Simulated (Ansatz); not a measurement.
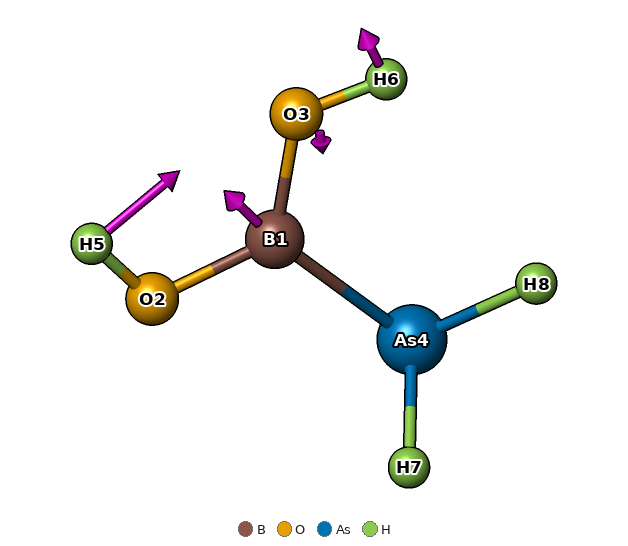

The arrows show one normal mode. Harmonic vibrations computed with RKS PBE0-D4/def2-TZVP (Ansatz 0.2.0) at a stationary point of the same level.

Question: At what wavenumber does it lie?

Answer: 1282 cm⁻¹; it is mode 13 of 18 counted from the lowest.
